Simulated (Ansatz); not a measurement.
ClF₃H₂NTa···HCl

```xyz
10

Ta    0.0315   -0.1609   -0.0699
N     2.1258   -0.1785   -0.1788
H     2.6835   -0.1549    0.6715
H     2.6405   -0.5694   -0.9653
F     0.3746    0.3675    1.7130
Cl    0.0630   -0.6152   -2.3585
F    -1.1738    1.2535   -0.2801
F    -0.7463   -1.7761    0.4294
Cl    1.4808    3.0450   -1.1232
H     2.2292    1.9801   -0.8187
```

Core potentials replace the inner electrons of Ta; not at a stationary point (largest force 1.9 eV/Å).

These are results of Ansatz 0.2.0, RKS B3LYP-D4/def2-SVP, not measurements.

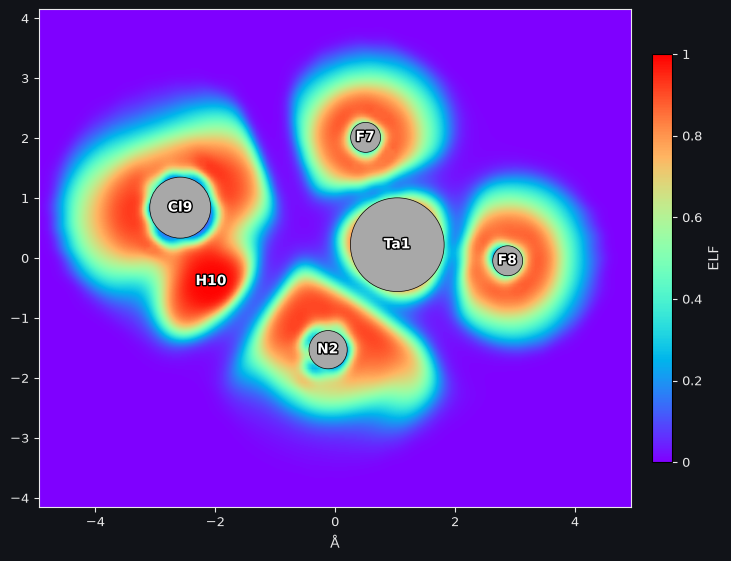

Figure 1. Electron localisation function on the plane of atoms N2, Ta1 and F8. Grey discs cover the atomic cores.

What do the fields say about this system?

- The section cuts through Ta, N, F, Cl and H sites.
- N2···H10 (2.25 Å): the ELF dips to about 0.15 between them.
- Ta–F (1.86 Å): the ELF peaks at about 0.80 in the valence shell of F, 0.5 Å from its nucleus, and drops to about 0.25 between the two atoms.
- Ta–N (2.10 Å): the ELF peaks at about 0.90 in the valence shell of N, 0.7 Å from its nucleus, and is about 0.35 at the midpoint.
- Cl–H (1.34 Å): the ELF climbs to about 1 towards the hydrogen, as it does in any bond to H.
- The ELF also peaks beside Cl9, away from the bonds: lone-pair regions.

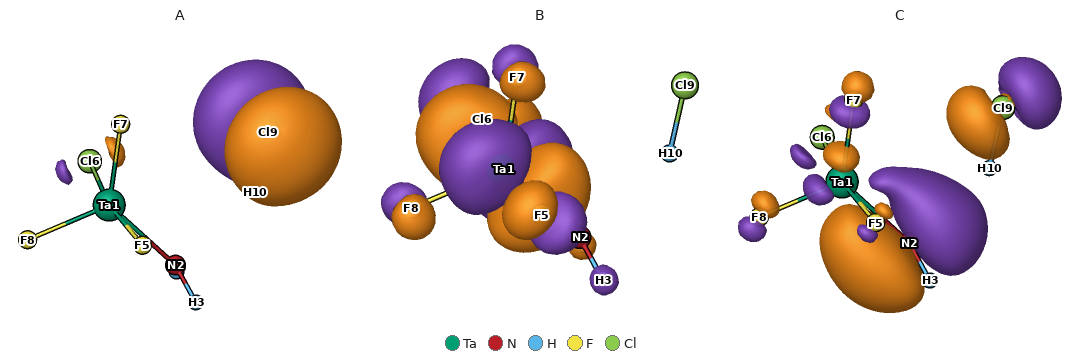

Figure 2. Three frontier orbitals at ±0.1 Å⁻³ᐟ² (orange and purple are the two phases), in no order.

Order the three orbitals by energy and name them.

A is the HOMO−1 (−8.73 eV). It lies mainly on Cl9 (about 95 %); largely a lone pair of Cl9. C is the HOMO (−8.20 eV). Its weight (Hirshfeld) is mainly on N2 (about 60 %), Cl9 (about 10 %) and Ta1 (about 10 %). B is the LUMO (−3.29 eV). It lies mainly on Ta1 (about 70 %), Cl6 (about 10 %) and F5 (about 10 %).

What is the HOMO–LUMO gap?

4.91 eV between the orbital energies.

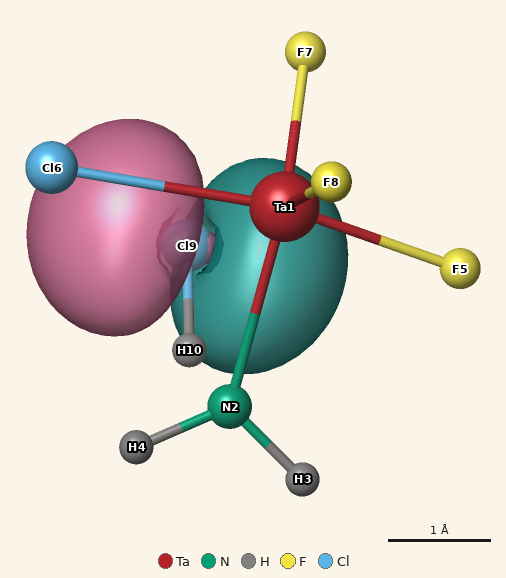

Figure 3. The HOMO−1 at ±0.15 Å⁻³ᐟ² (teal and pink are the two phases), seen at an oblique angle.

Describe this orbital and give its energy.

By Hirshfeld shares it lies mainly on Cl9 (about 95 %); largely a lone pair of Cl9. Its energy is −8.73 eV.
